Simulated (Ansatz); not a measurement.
# GeH3O2F (SMILES [OH][GeH]([OH])[F]): revPBE/def2-SVP

Aim: the energy change on altering one bond length of GeH3O2F at revPBE/def2-SVP, from 2 runs. 

The calculation is run with Ansatz 0.2.0.

72 further runs of the same task are left out: 72 set aside as unsound or not needed.

**1. Starting point**

GeH3O2F has 7 atoms, charge 0, and is taken as a singlet. SMILES: `[OH][GeH]([OH])[F]`. Geometry: relaxed at PBE0-D4/def2-TZVP. This is one conformer, not always the lowest.

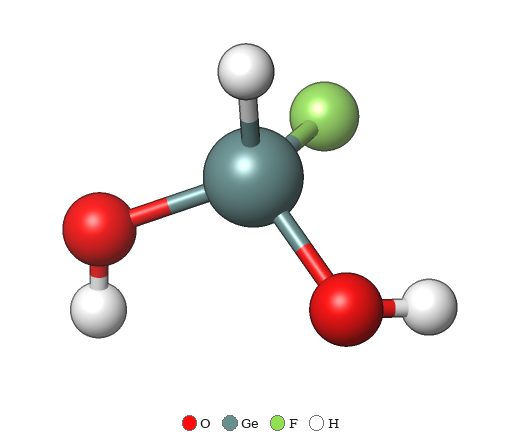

The structure, seen from a chosen angle (oxygen red, germanium teal, fluorine green, hydrogen white).

**2. A single-point energy at revPBE/def2-SVP**

molecule.yaml

```yaml
crystal:
  periodic: [false, false, false]
  atoms:
    - symbol: O
      position_ang: [-0.352900, 1.140300, -0.859300]
    - symbol: Ge
      position_ang: [-0.107500, -0.026800, 0.432400]
    - symbol: O
      position_ang: [1.518200, -0.656000, 0.307600]
    - symbol: F
      position_ang: [-1.260300, -1.284500, 0.113200]
    - symbol: H
      position_ang: [-1.209200, 1.041800, -1.283900]
    - symbol: H
      position_ang: [-0.331400, 0.485800, 1.847500]
    - symbol: H
      position_ang: [1.804400, -0.768700, -0.603100]
basis:
  gaussian: {orbitals: def2-SVP}
total_charge: 0
accuracy: high
output: {orbitals: {seedname: orbitals}}
hamiltonian: {xc: {name: revPBE}}
```

Command:

```sh
$ ansatz run molecule.yaml --threads 1 --pin off --max-ram 3480MiB --events-out events.jsonl --progress --plain --runs-dir runs
```

The program printed:

```text
Warning: RAYON_NUM_THREADS=1 ignored (pool sized by the plan → 1); use --threads N
Functional definition: revPBE
  name "revPBE"
  parameter kappa = 1.245
  parameter beta = 0.06672455060314922
  exchange = pbe_x(kappa = kappa, mu = beta*pi^2/3)
  correlation = pbe_c(beta = beta)
1869 factors; integrals over basis functions are off by at most 4.4e-9 eV
mean field evaluation 1: about -63350.0622 eV, gradient 8.2e1 eV
mean field evaluation 2: about -63304.2006 eV, gradient 1.7e2 eV
mean field evaluation 4: about -63360.6360 eV, gradient 1.6e1 eV
mean field evaluation 8: about -63361.0117 eV, gradient 4.1e-1 eV
mean field evaluation 16: about -63361.0120 eV, gradient 9.8e-6 eV
mean field -63361.01199194 eV, -2328.4742430672 hartree, gradient 2.8e-8 eV, S^2 0.000000; 0 other end points of the search recorded, 0 dependent functions left out
reference -63361.01199586 eV, -2328.4742432115 hartree; 30, 30 occupied and 59, 59 virtual orbitals, 1869 factors
Total energy: -63361.01199586 eV, -2328.4742432115 hartree
```

Run time: 5.7 s. Hardware: 1 thread of Arm Neoverse V2, shared host; peak memory 0.21 GiB.

**3. The distorted shape, same level**

run.yaml

```yaml
basis:
  gaussian: {orbitals: def2-SVP}
crystal:
  periodic: [false, false, false]
  atoms:
    - symbol: O
      position_ang: [0.569370, 2.146492, -0.603932]
    - symbol: Ge
      position_ang: [0.814770, 0.979392, 0.687768]
    - symbol: O
      position_ang: [2.440470, 0.350192, 0.562968]
    - symbol: F
      position_ang: [-1.260300, -1.284500, 0.113200]
    - symbol: H
      position_ang: [-0.286930, 2.047992, -1.028532]
    - symbol: H
      position_ang: [0.590870, 1.491992, 2.102868]
    - symbol: H
      position_ang: [2.726670, 0.237492, -0.347732]
hamiltonian: {xc: {name: revPBE}}
accuracy: high
output: {orbitals: {seedname: orbitals}}
```

Command:

```sh
$ ansatz run run.yaml --threads 1 --pin off --max-ram 3480MiB --events-out events.jsonl --progress --plain --runs-dir runs
```

The program printed, cut to the lines that bear on the results:

```text
Warning: RAYON_NUM_THREADS=1 ignored (pool sized by the plan → 1); use --threads N
[... 6 set-up lines as earlier in the session ...]
1795 factors; integrals over basis functions are off by at most 4.1e-9 eV
mean field evaluation 1: about -63341.2292 eV, gradient 9.1e1 eV
mean field evaluation 2: about -62988.7549 eV, gradient 2.2e2 eV
mean field evaluation 4: about -63347.8032 eV, gradient 6.3e1 eV
mean field evaluation 8: about -63347.8018 eV, gradient 6.3e1 eV
mean field evaluation 16: about -63357.0420 eV, gradient 2.1e-8 eV
mean field -63357.04202381 eV, -2328.3283494297 hartree, gradient 3.2e-8 eV, S^2 0.000000; 0 other end points of the search recorded, 0 dependent functions left out
reference -63357.04202764 eV, -2328.3283495703 hartree; 30, 30 occupied and 59, 59 virtual orbitals, 1795 factors
Total energy: -63357.04202764 eV, -2328.3283495703 hartree
```

Wall time 6 s (1 thread of Arm Neoverse V2, shared host); peak memory 0.2 GiB.

**4. What came out**

Level: revPBE/def2-SVP.

| quantity | value |
| --- | --- |
| first shape: total energy | -2328.47424 Eh |
| first shape: HOMO energy | -7.29 eV |
| first shape: LUMO energy | -0.45 eV |
| first shape: HOMO–LUMO gap | 6.84 eV |
| distorted shape: total energy | -2328.32835 Eh |
| distorted shape: HOMO energy | -4.97 eV |
| distorted shape: LUMO energy | -4.42 eV |
| distorted shape: HOMO–LUMO gap | 0.55 eV |
| energy change with the Ge2–F4 bond stretched from 1.736 to 3.124 Å | 3.970 eV |

One bond (distorted shape) is far stretched, which a spin-restricted single reference describes badly; a broken-symmetry solution may lie lower. With the Ge2–F4 bond stretched from 1.736 to 3.124 Å the energy rises by 3.97 eV (383 kJ/mol). The first shape isn't relaxed at this level, so the change isn't measured from a minimum. A restricted reference can't describe the breaking bond well at this length.
